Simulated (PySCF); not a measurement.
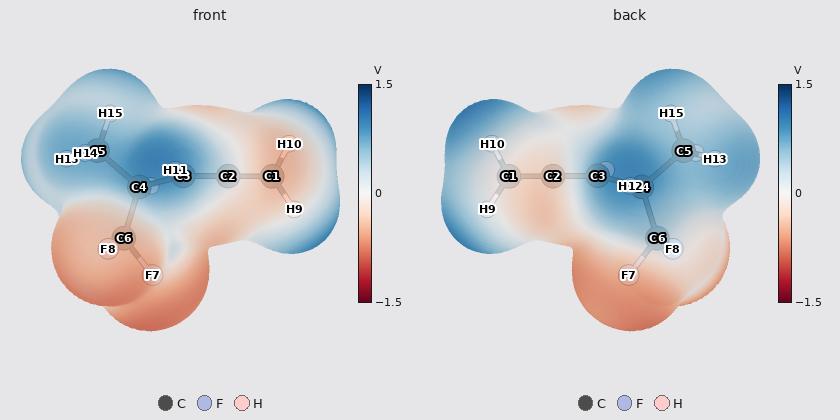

*C₆H₇F₂ (SMILES C=C=C[C@H](C)[C](F)F) (doublet). The molecular electrostatic potential painted on the density surface at 0.002 e/bohr³, seen from the front and from behind; red is negative and blue positive.*

Geometry: GFN2-xTB.

Computed with PySCF, UKS B3LYP, pcH-1 on C F H, non-relativistic, mean-field spin-orbit, GIAO.

```xyz
15

C     2.8831   -0.5748    0.1411
C     1.6601   -0.2670    0.4313
C     0.4263    0.0526    0.6713
C    -0.6309    0.1338   -0.4213
C    -1.4981    1.3793   -0.2548
C    -1.4498   -1.1065   -0.3347
F    -0.8889   -2.2599   -0.7358
F    -2.1434   -1.3331    0.7940
H     3.2168   -1.6001    0.1307
H     3.6245    0.1761   -0.0804
H     0.0652    0.2197    1.6758
H    -0.1406    0.1306   -1.3986
H    -2.2388    1.4331   -1.0487
H    -2.0154    1.3554    0.7015
H    -0.8746    2.2689   -0.2932
```

Where is the surface potential most negative and most positive?

The most negative region (about −0.8 V) lies over F7 and F8, the most positive (about +1.0 V) over H9, H10, H11 and H12.
